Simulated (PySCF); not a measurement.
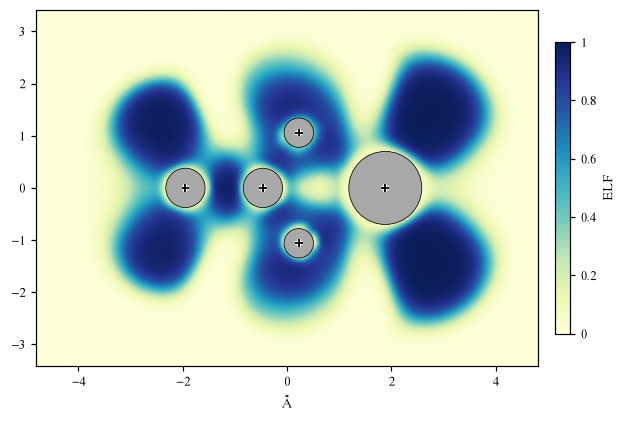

The ELF on a plane through atoms (crosses mark nuclei in the plane; grey discs cover the cores).

These are results of PBE0/pcSseg-1, SCF density, gas phase, non-relativistic (PySCF), not measurements.

Candidates:
A. C2H6O2Si
B. CH12BN3Si2 (SMILES CNB(N)[SiH2]N[SiH3])

Which candidate gave the map?

Candidate A: C2H6O2Si on the plane of atoms C1, C2 and O4, which holds C, O and Si. C–O (1.26 Å): the ELF peaks at about 0.85 between the atoms; a polar covalent bond. C–C (1.49 Å): the ELF peaks at about 0.95 between the atoms: a shared electron pair.
